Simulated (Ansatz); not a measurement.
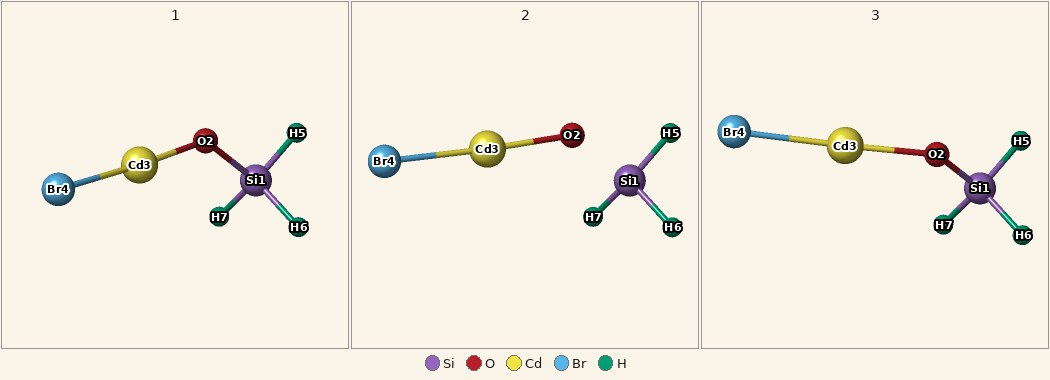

BrCdH₃OSi, SMILES [SiH3][O][Cd][Br]. First axis: bond length Si1–O2. Second axis: dihedral H5–Si1–O2–Cd3. Nothing is relaxed (all other coordinates rigid). Grid: 7 × 7 points. Points are written as (first, second). Energies: eV, counted from the relaxed molecule at the same level. These are results of RKS PBE0-D4/def2-SVP (Ansatz), not measurements.

The numbered pictures are structures from this grid.

> Which is the most stable, and how do the others follow?

1, at (1.763 Å, 180°): 0.18 eV; 3, at (1.510 Å, 120°): 0.41 eV; 2, at (2.015 Å, 150°): 1.26 eV.

The map, with the structures marked:

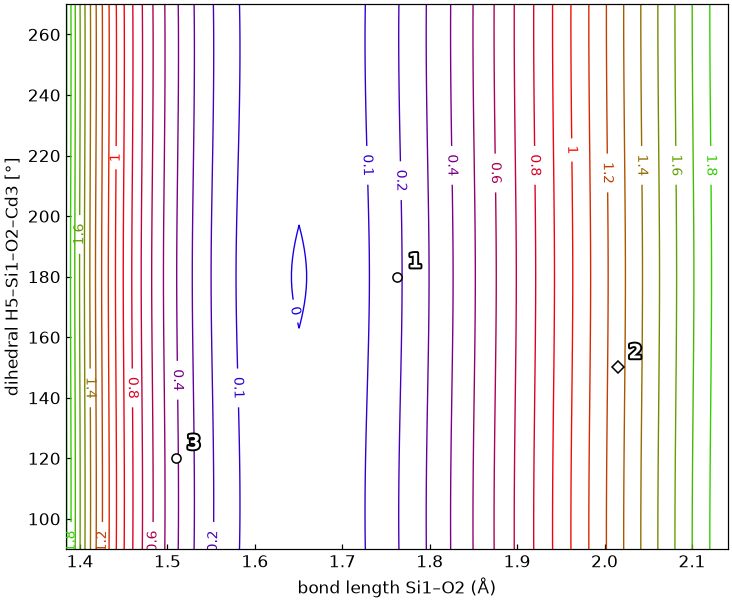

The picture shows contour lines labelled in eV. Between grid points the surface is interpolated.
